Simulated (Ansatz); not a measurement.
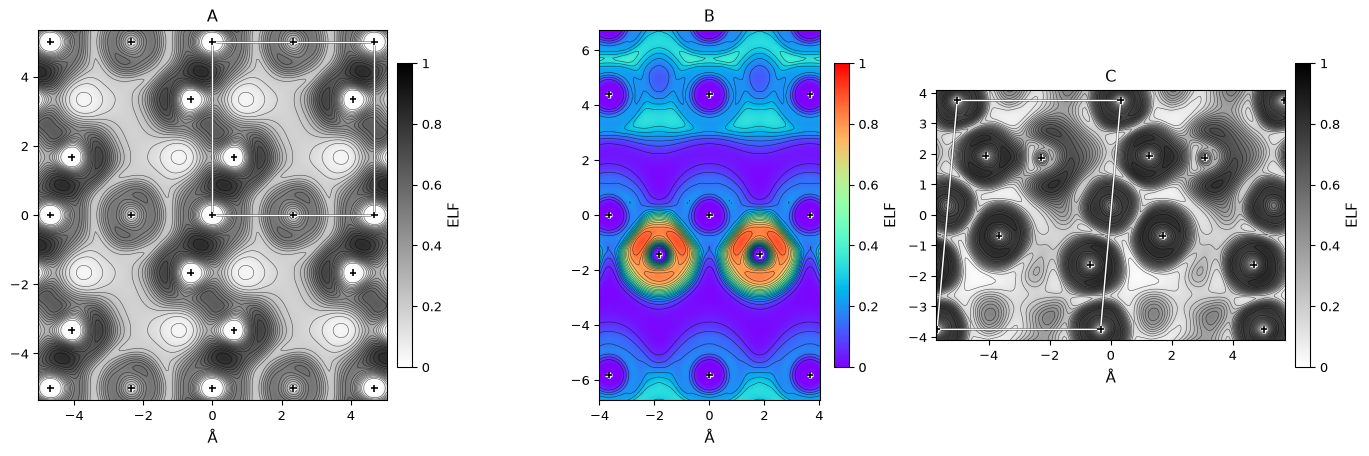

The ELF of 3 systems, each on a plane through atoms (crosses mark nuclei in the plane).

The calculation used DFT PBE, scalar-relativistic, plane waves, PAW in Ansatz 0.2.0.

System 1: Zn₂S, the (100) plane of the conventional cell. Space group P-4m2; a generated structure, not necessarily the stable one.

```xyz
9
Lattice="3.6654 0.0000 0.0000 0.0000 3.6654 0.0000 0.0000 0.0000 12.7904" Properties=species:S:1:pos:R:3 pbc="T T T"
Zn    1.8327    0.0000   11.3566
Zn    0.0000    1.8327    1.4338
Zn    1.8327    0.0000    6.9715
Zn    0.0000    1.8327    5.8189
Zn    1.8327    0.0000    4.3906
Zn    0.0000    1.8327    8.3998
S     0.0000    0.0000    0.0000
S     1.8327    1.8327    2.8768
S     1.8327    1.8327    9.9136
```

System 2: B₃Pd, the (110) plane of the conventional cell. Space group P-3m1; a generated structure, not necessarily the stable one; computed without spin polarisation.

```
CELL_PARAMETERS angstrom
2.89065 0.00000 0.00000
-1.44532 2.50338 0.00000
0.00000 0.00000 4.68517
ATOMIC_POSITIONS crystal
B 0.00000 0.00000 0.50000
B 0.33333 0.66667 0.63283
B 0.66667 0.33333 0.36717
Pd 0.00000 0.00000 0.00000
```

System 3: Nb₂SiO₃, the (011) plane of the conventional cell. Space group Pc; a generated structure, not necessarily the stable one.

**Which map belongs to which system?**

Panel A is system 2, B₃Pd: the plane holds B and Pd. B–B (1.78 Å): the ELF peaks at about 0.85 between the atoms. Panel B is system 1, Zn₂S: the plane holds Zn and S. Zn–S (2.33 Å): the ELF peaks at about 0.90 in the valence shell of S, 0.8 Å from its nucleus, and is about 0.55 at the midpoint. Panel C is system 3, Nb₂SiO₃: the plane holds Nb, Si and O. Si–O (1.82 Å): the ELF peaks at about 0.85 between the atoms.
